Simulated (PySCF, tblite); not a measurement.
# C5H10FSSi radical: geometry, infrared bands and EPR parameters

Aim: predict the infrared bands and EPR parameters of C5H10FSSi radical (`F[C@@H]1[SiH2]CC[CH][C@@H]1S`).

The runs use tblite 0.8.0 and PySCF 2.14.0, with density-fitted response routines of our own; the level of theory stands in each step. All values are computed, except where a source is named. Atoms count from 0, in the outputs and in this text.

## Step 1: The starting structure

18 atoms, charge 0, multiplicity 2; geometry from: force field or distance geometry start.

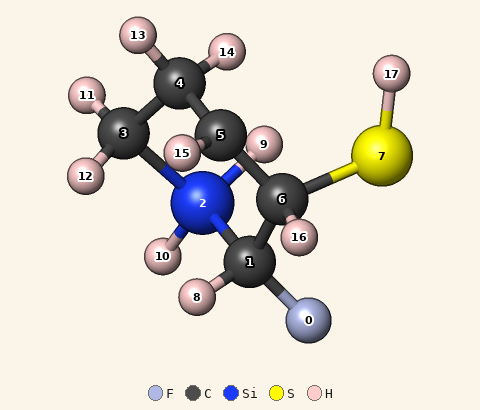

The starting geometry (fluorine light blue, carbon dark grey, silicon blue, sulfur yellow, hydrogen pink), atoms numbered.

## Step 2: Geometry optimisation with GFN2-xTB

Job settings and geometry (Å):

```
{"job": {"kind": "relax", "xc": "GFN2-xTB", "basis": "xTB"}, "charge": 0, "multiplicity": 2}
F      0.273800    -1.975100     2.030500
C      0.053900    -0.792600     1.357400
Si    -1.384200    -0.858800     0.190400
C     -1.425700     0.914100    -0.482300
C     -0.052600     1.040400    -1.115300
C      1.051900     0.972100    -0.140700
C      1.249300    -0.297000     0.593600
S      1.961900    -1.635100    -0.414400
H     -0.202400    -0.021700     2.124400
H     -1.056800    -1.694300    -0.972500
H     -2.645200    -1.237400     0.826900
H     -2.254800     1.080300    -1.165300
H     -1.418300     1.579000     0.412900
H     -0.038100     2.035300    -1.639000
H      0.025200     0.218200    -1.858500
H      1.265300     1.892600     0.430500
H      2.035100    -0.097200     1.375800
H      2.552900    -1.116400    -1.566200
```

On the command line:

```sh
> OMP_NUM_THREADS=1 python probes_run.py task.json out
```

The driver reads the jobs from task.json and runs them one after another.

What it wrote:

```text
step      E/eV     max force
  0    -691.23632    2.779
  1    -691.51760    0.993
  2    -691.62509    0.711
  3    -691.69493    0.535
  4    -691.73847    0.486
  5    -691.76647    0.422
  6    -691.78796    0.337
  7    -691.80901    0.339
  8    -691.82862    0.377
  9    -691.84721    0.307
 10    -691.86344    0.281
 11    -691.87659    0.247
 12    -691.88921    0.261
 13    -691.90185    0.234
 14    -691.91339    0.274
 15    -691.92430    0.266
 16    -691.93537    0.276
 17    -691.94767    0.271
 18    -691.96120    0.291
 19    -691.97318    0.248
 20    -691.98101    0.189
 21    -691.98613    0.147
 22    -691.99088    0.164
 23    -691.99625    0.266
 24    -692.00183    0.320
 25    -692.00649    0.321
 26    -692.01174    0.152
 27    -692.01584    0.152
 28    -692.01793    0.123
 29    -692.02090    0.151
 30    -692.02367    0.122
 31    -692.02654    0.146
 32    -692.02846    0.119
 33    -692.02992    0.104
 34    -692.03145    0.092
 35    -692.03290    0.100
 36    -692.03393    0.086
 37    -692.03460    0.093
 38    -692.03519    0.081
 39    -692.03602    0.071
 40    -692.03682    0.078
 41    -692.03745    0.050
 42    -692.03799    0.050
 43    -692.03866    0.058
 44    -692.03948    0.080
 45    -692.04023    0.067
 46    -692.04074    0.046
 47    -692.04107    0.044
 48    -692.04134    0.042
 49    -692.04160    0.034
 50    -692.04185    0.042
 51    -692.04214    0.048
 52    -692.04251    0.064
 53    -692.04295    0.062
 54    -692.04336    0.046
 55    -692.04365    0.053
 56    -692.04391    0.053
 57    -692.04425    0.060
 58    -692.04468    0.059
 59    -692.04512    0.052
 60    -692.04551    0.053
 61    -692.04583    0.042
 62    -692.04612    0.045
 63    -692.04640    0.040
 64    -692.04666    0.040
 65    -692.04690    0.061
 66    -692.04720    0.058
 67    -692.04769    0.053
 68    -692.04833    0.038
 69    -692.04852    0.030
 70    -692.04865    0.019
 71    -692.04869    0.023
 72    -692.04873    0.016
 73    -692.04881    0.017
 74    -692.04886    0.019
 75    -692.04891    0.014
 76    -692.04895    0.014
 77    -692.04899    0.013
 78    -692.04903    0.015
 79    -692.04907    0.013
 80    -692.04909    0.011
 81    -692.04912    0.013
 82    -692.04916    0.017
 83    -692.04920    0.017
 84    -692.04925    0.018
 85    -692.04928    0.016
 86    -692.04931    0.013
 87    -692.04934    0.012
 88    -692.04937    0.014
 89    -692.04941    0.017
 90    -692.04946    0.021
 91    -692.04952    0.018
 92    -692.04956    0.014
 93    -692.04959    0.009
```

It took 1.2 s on 1 thread of Arm Neoverse N1, shared host; peak memory 0.18 GiB.

Step by step: (not every step is listed)

```
step  energy from step 0 (eV)  largest force (eV/Å)
   0                   0.0000                2.7790
   1                  -0.2813                0.9933
   2                  -0.3888                0.7109
   3                  -0.4586                0.5347
   4                  -0.5022                0.4857
   5                  -0.5302                0.4225
   6                  -0.5516                0.3367
   7                  -0.5727                0.3392
   8                  -0.5923                0.3767
  16                  -0.6991                0.2757
  24                  -0.7655                0.3203
  32                  -0.7921                0.1194
  40                  -0.8005                0.0777
  48                  -0.8050                0.0424
  56                  -0.8076                0.0530
  64                  -0.8103                0.0401
  72                  -0.8124                0.0162
  80                  -0.8128                0.0110
  88                  -0.8130                0.0142
  89                  -0.8131                0.0172
  90                  -0.8131                0.0206
  91                  -0.8132                0.0183
  92                  -0.8132                0.0143
  93                  -0.8133                0.0094
```

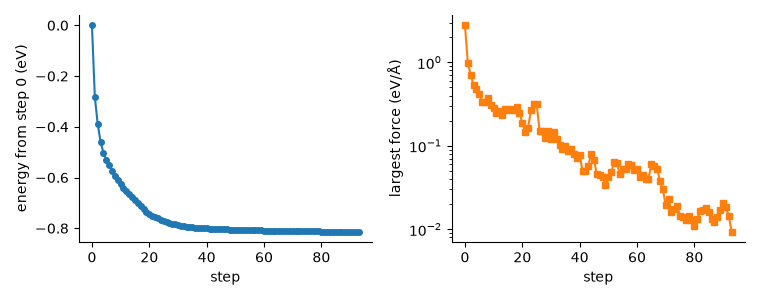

Energy and largest force along the relaxation.

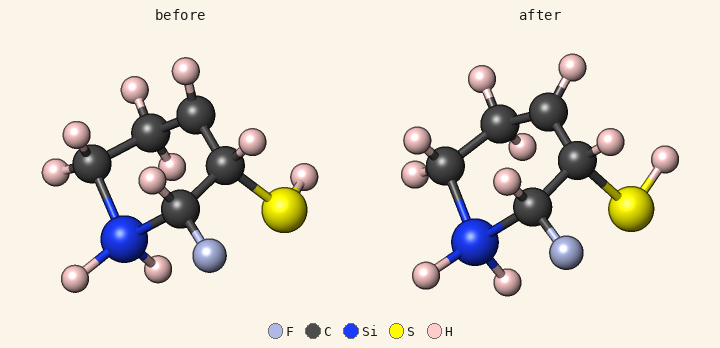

The geometry before (left) and after (right).

Close pairs (by a distance rule), those that changed most:

```
  bond  before (Å)  after (Å)  change (Å)
 C6–S7       1.821      1.946      +0.125
C1–Si2       1.853      1.918      +0.065
S7–H17       1.395      1.333      -0.062
 C5–C6       1.479      1.441      -0.038
C6–H16       1.127      1.092      -0.035
C4–H13       1.124      1.093      -0.031
C5–H15       1.104      1.080      -0.024
C3–H12       1.115      1.092      -0.023
```

The final coordinates are the input of the step that follows.

## Step 3: Harmonic vibrations with GFN2-xTB

Job settings and geometry (Å):

```
{"job": {"kind": "ir", "xc": "GFN2-xTB", "basis": "xTB"}, "charge": 0, "multiplicity": 2}
F      0.326226    -1.996667     1.968576
C      0.011310    -0.793461     1.359794
Si    -1.499431    -0.945120     0.187225
C     -1.481505     0.822823    -0.515441
C     -0.090157     1.196896    -1.044502
C      1.026502     0.982762    -0.090246
C      1.234008    -0.237921     0.647675
S      1.792347    -1.600053    -0.624977
H     -0.216328    -0.110341     2.191141
H     -1.273731    -1.973261    -0.824371
H     -2.689243    -1.211896     0.996033
H     -2.205807     0.943001    -1.319853
H     -1.761984     1.532621     0.265189
H     -0.082421     2.242245    -1.365162
H      0.097417     0.590416    -1.943491
H      1.869851     1.651652    -0.177810
H      2.087041    -0.183631     1.326905
H      2.847148    -0.903746    -1.048340
```

What it wrote:

```text
mode    cm-1     km/mol
  1      81.7      2.50
  2      97.3      0.19
  3     133.7     12.09
  4     164.0     20.53
  5     191.4      5.14
  6     257.8      8.43
  7     264.1      6.42
  8     291.0      2.98
  9     365.0      9.99
 10     389.5      5.44
 11     463.1     54.77
 12     494.8     10.81
 13     542.1      2.12
 14     571.0     20.57
 15     630.3     47.18
 16     651.6     65.94
 17     688.2     22.05
 18     722.7    102.22
 19     769.6    180.45
 20     791.1     26.11
 21     811.2    111.72
 22     897.7      8.09
 23     927.4     25.71
 24    1007.7      3.60
 25    1029.7     49.81
 26    1084.2      2.21
 27    1101.1     10.67
 28    1122.7     19.01
 29    1168.3      3.23
 30    1203.9      8.77
 31    1228.0      1.27
 32    1265.0      5.51
 33    1282.2     12.75
 34    1307.6      2.72
 35    1340.2      0.40
 36    1358.0      9.02
 37    1453.5      6.17
 38    1477.8      2.36
 39    2274.1    384.88
 40    2306.0    193.31
 41    2427.7    127.37
 42    2848.4     15.58
 43    2868.4     42.66
 44    2954.3     20.92
 45    2958.9     35.75
 46    2972.2     33.54
 47    3003.4     34.34
 48    3075.6     31.72
```

It took 1.2 s on 1 thread of Arm Neoverse N1, shared host; peak memory 0.18 GiB.

The strongest bands and the atoms that carry them (share of the mass-weighted mode):

```
cm⁻¹  km/mol                                atoms
 463    54.8           H10 28 %, H9 22 %, C6 18 %
 652    65.9  H9 25 %, H10 17 %, C3 14 %, C5 13 %
 723   102.2                    Si2 27 %, C3 25 %
 770   180.4                    H9 48 %, H10 42 %
 811   111.7          C3 27 %, H11 24 %, H12 12 %
2274   384.9                             H10 96 %
2306   193.3                              H9 96 %
2428   127.4                             H17 97 %
```

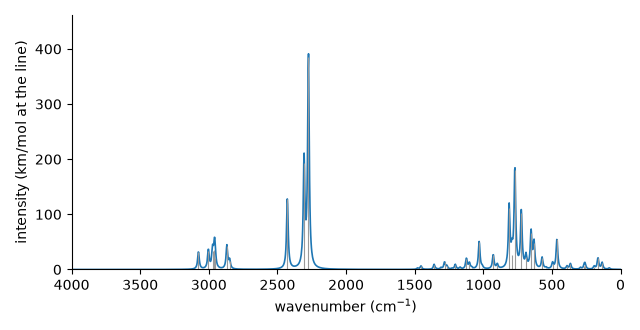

The infrared spectrum from these modes, unscaled. Lines are broadened to a width of 14 cm⁻¹ (Lorentzian).

## Step 4: g tensor and hyperfine couplings: B3LYP/pcH-1

Same as in step 3 but for these lines:

```diff
@@ -1,2 +1,2 @@
-{"job": {"kind": "ir", "xc": "GFN2-xTB", "basis": "xTB"}, "charge": 0, "multiplicity": 2}
+{"job": {"kind": "epr", "basis": "pcH-1"}, "charge": 0, "multiplicity": 2}
 F      0.326226    -1.996667     1.968576
```

Method: UKS B3LYP, pcH-1 on C F H S Si, non-relativistic, mean-field spin-orbit, GIAO.

What it wrote:

```text
UKS, coarse grid
  cycle   1  E = -983.97706507  |g| = 4.32e-01
  cycle   2  E = -983.93329000  |g| = 5.80e-01
  cycle   3  E = -984.04808817  |g| = 6.92e-02
  cycle   4  E = -984.04921034  |g| = 3.77e-02
  cycle   5  E = -984.04982571  |g| = 9.36e-03
  cycle   6  E = -984.04987434  |g| = 4.19e-03
  cycle   7  E = -984.04988426  |g| = 1.32e-03
  cycle   8  E = -984.04988507  |g| = 7.13e-04
UKS, final grid
  cycle   1  E = -984.04998902  |g| = 1.01e-03
  cycle   2  E = -984.04998836  |g| = 1.52e-03
  cycle   3  E = -984.04998953  |g| = 1.06e-04
  cycle   4  E = -984.04998954  |g| = 3.55e-05
  cycle   5  E = -984.04998954  |g| = 2.02e-05
E = -984.04998954 Eh   <S^2> = 0.7561 (exact 0.7500)
g shifts (ppm)      1          2          3
  rmc          -166       -166       -166
  gc             20         -0         21
  oz_so       -1936         50       5514
  total       -2082       -116       5369
hyperfine (MHz)  atom isotope    a_iso     a_fc   dipolar eigenvalues
    0   19F       3.63       3.58     -9.02     -5.88     14.90
    1   13C      27.35      27.36     -2.06     -1.61      3.67
    2  29Si       2.46       2.47     -0.65      0.08      0.57
    3   13C      32.19      32.19     -2.21     -2.06      4.27
    4   13C     -25.72     -25.73     -1.82     -0.29      2.11
    5   13C      89.22      89.28    -73.89    -72.77    146.66
    6   13C     -14.66     -14.65     -7.45      1.30      6.15
    7   33S       9.25       9.12    -21.01    -19.45     40.46
    8    1H      -4.91      -4.91     -3.95     -1.77      5.73
    9    1H      -0.09      -0.09     -1.35     -0.91      2.26
   10    1H       0.34       0.34     -0.81     -0.70      1.52
   11    1H       1.42       1.42     -2.09     -1.48      3.57
   12    1H      -2.22      -2.22     -3.64     -2.10      5.75
   13    1H      15.79      15.80     -4.90     -3.88      8.79
   14    1H     126.17     126.16     -4.89     -2.58      7.46
   15    1H     -53.71     -53.74    -34.62     -0.84     35.46
   16    1H       7.29       7.31     -5.68     -2.84      8.51
   17    1H      -1.73      -1.81     -6.89      0.02      6.87
```

Wall time 3.6 min (1 thread of Arm Neoverse N1, shared host); peak memory 1.1 GiB.

Principal g values 2.00024, 2.00220, 2.00769; g(iso) = 2.00338, against 2.00232 for a free electron.

Hyperfine couplings, nucleus by nucleus at this fixed geometry (no averaging over rotations):

```
nuclei  isotope  a(iso) (MHz)  a(iso) (G, at g = 2.0023)  largest dipolar term (MHz)
   H14       1H         126.2                       45.0                         7.5
    C5      13C          89.2                       31.8                       146.7
   H15       1H         -53.7                      -19.2                        35.5
    C3      13C          32.2                       11.5                         4.3
    C1      13C          27.4                        9.8                         3.7
    C4      13C         -25.7                       -9.2                         2.1
   H13       1H          15.8                        5.6                         8.8
    C6      13C         -14.7                       -5.2                        -7.5
    S7      33S           9.3                        3.3                        40.5
   H16       1H           7.3                        2.6                         8.5
    H8       1H          -4.9                       -1.8                         5.7
    F0      19F           3.6                        1.3                        14.9
   Si2     29Si           2.5                        0.9                        -0.7
   H12       1H          -2.2                       -0.8                         5.7
```

Mulliken spin populations:

F0 0.00; C1 0.02; Si2 0.00; C3 0.01; C4 -0.07; C5 0.92; C6 -0.09; S7 0.18; H8 0.00; H9 0.00; H10 0.00; H11 0.00; H12 0.00; H13 0.00; H14 0.06; H15 -0.04; H16 0.00; H17 0.00

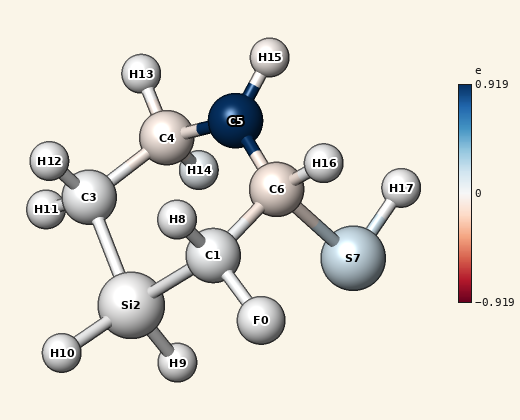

Mulliken spin populations, as colours on the atoms.

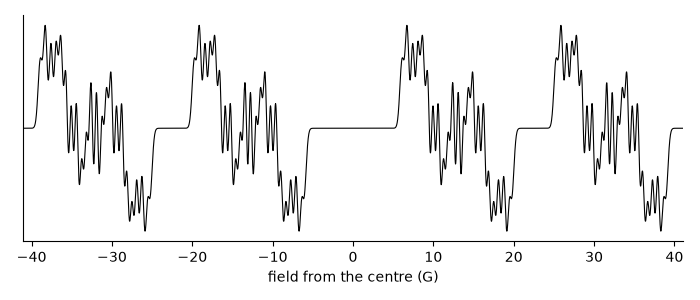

First-order isotropic spectrum (first derivative, main isotopes with spin only, couplings over 0.8 MHz, Gaussian width 0.3 G; couplings of the frozen geometry, rotation of groups not averaged beyond the rows shown).

Orbitals, density, ELF and potential are computed afterwards from the orbital file.

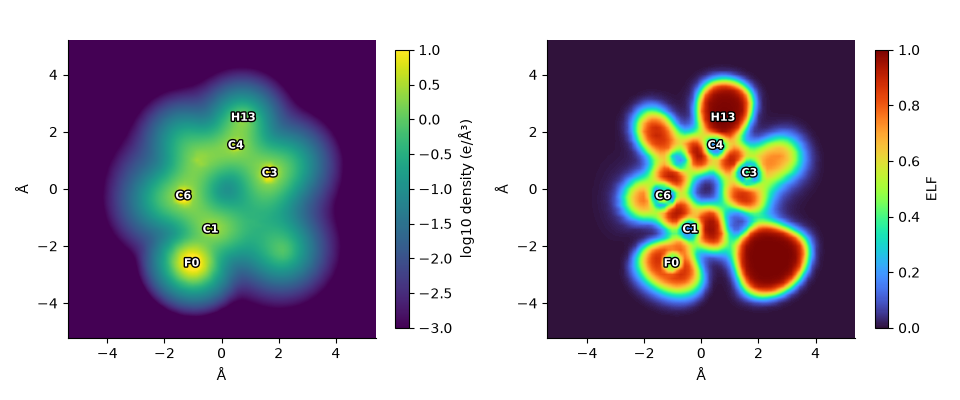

Density (left) and ELF (right) in a plane through or near 6 of the atoms.

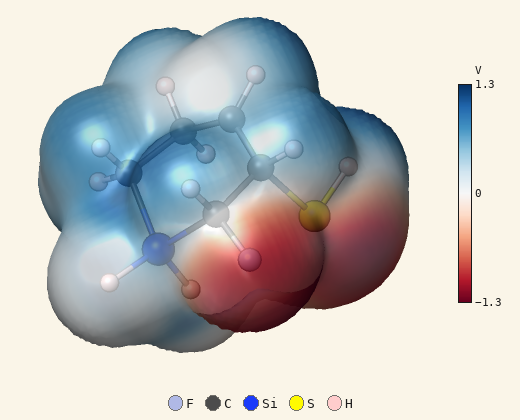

Electrostatic potential on the surface of density 0.002 e/bohr³; red is low, blue high. It runs from -1.30 V near F0 to 1.13 V near H17.

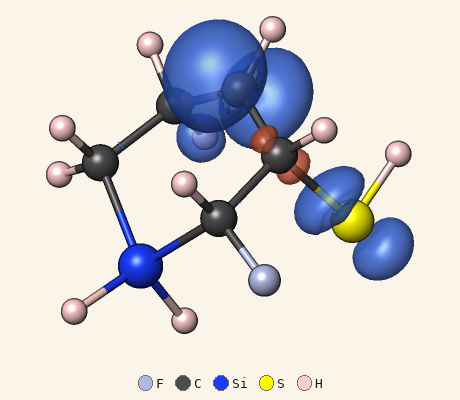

Spin density at ±0.04 e/Å³ (alpha excess blue, beta excess red).

## Step 5: Results

| quantity | value |
| --- | --- |
| strongest single infrared mode (GFN2-xTB) | 2274 cm⁻¹, 385 km/mol |
| zero-point energy (GFN2-xTB) | 81.9 kcal/mol |
| g(iso) (B3LYP) | 2.00338 |
| ⟨S²⟩ | 0.756 (exact 0.75) |
| largest a(iso) | 1H on H14, 126.2 MHz |
| potential on the surface of density 0.002 e/bohr³, 1st and 99th percentile | -1.30 V and 1.13 V |

What this shows: Over 93 steps the energy fell by 0.813 eV; of the close pairs, C6–S7 changed most, 1.821 to 1.946 Å. No mode is imaginary among the 48: a minimum at this level. The strongest single mode, at 2274 cm⁻¹, moves mainly H10. Unscaled tight-binding wavenumbers are off by several per cent, some by more. Its intensities can rank the bands wrongly. Most of the unpaired spin sits on C5 (0.92 e). The isotropic g lies 1.1 ppt above the free-electron value. These values are for one conformer; the search (at its own cheap level) found 2 more, at 0.87, 3.26 kcal/mol, and measured spectra average over such forms.
